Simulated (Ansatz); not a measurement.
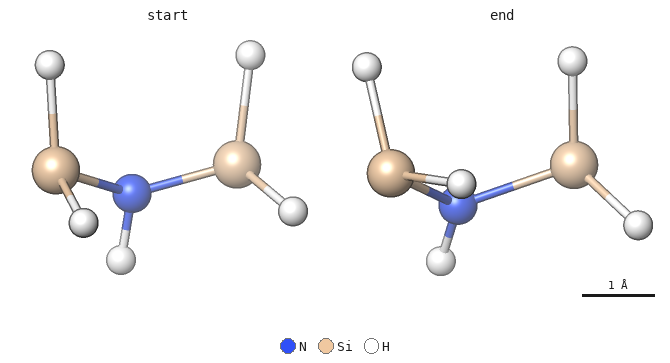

The structure of Si₂NH₅ before (left) and after (right) a relaxation, at one scale.

The picture is a ball-and-stick view, seen at a tilt.

The run prepares an end point of a later path (inversion) calculation, from a guessed geometry.

Method: RKS BLYP-D4/def2-SVP in Ansatz 0.2.0.

Input
```yaml
crystal:
  periodic: [false, false, false]
  atoms:
    - { symbol: "N", position_ang: [-0.4619, -0.29, -0.6809] }
    - { symbol: Si, position_ang: [-0.3271, 1.3198, -0.4113] }
    - { symbol: Si, position_ang: [0.2948, -1.3887, 0.0411] }
    - { symbol: H, position_ang: [-1.4145, -0.485, -0.789] }
    - { symbol: H, position_ang: [1.0824, 1.7677, -0.5761] }
    - { symbol: H, position_ang: [-0.8432, 1.6606, 0.9385] }
    - { symbol: H, position_ang: [1.8203, -1.1947, -0.0447] }
    - { symbol: H, position_ang: [-0.0585, -1.4468, 1.4665] }
basis:
  gaussian: { orbitals: def2-SVP }
hamiltonian:
  xc: blyp
  dispersion: d4
relax:
  f_tol: 0.015
  max_steps: 40
output:
  orbitals: {}
```

Command:
```bash
ansatz run input.yaml --threads 1 --pin off --max-ram 2048MiB --backend cpu --events-out ev --progress --plain --runs-dir out
```

### What changed between the two?

Over 20 accepted moves (21 points after the start) the energy falls by 2.100 eV. Largest force component: 6.9 eV/Å at the start, 0.014 eV/Å at the end. The line search rejected the trial step at point 13 of the run. H6 moves most after the best rigid fit: 0.81 Å. Largest moves by element: H 0.81 Å, N 0.25 Å, Si 0.21 Å. Some distances before and after: N1–Si3 1.517 → 1.737 Å, N1–Si2 1.638 → 1.797 Å, Si2–H6 1.485 → 1.527 Å, Si3–H7 1.540 → 1.499 Å. Bond angles that change, for instance: Si2–N1–Si3 126.3° → 105.0°, Si2–N1–H4 107.1° → 124.1°, Si3–N1–H4 113.2° → 124.8°. Groups turn about N1–Si2 by about 35°. Cost: 64 s on 1 thread of Intel(R) Xeon(R) Platinum 8375C CPU @ 2.90GHz (Ice Lake) (shared host), peak memory 0.15 GiB.
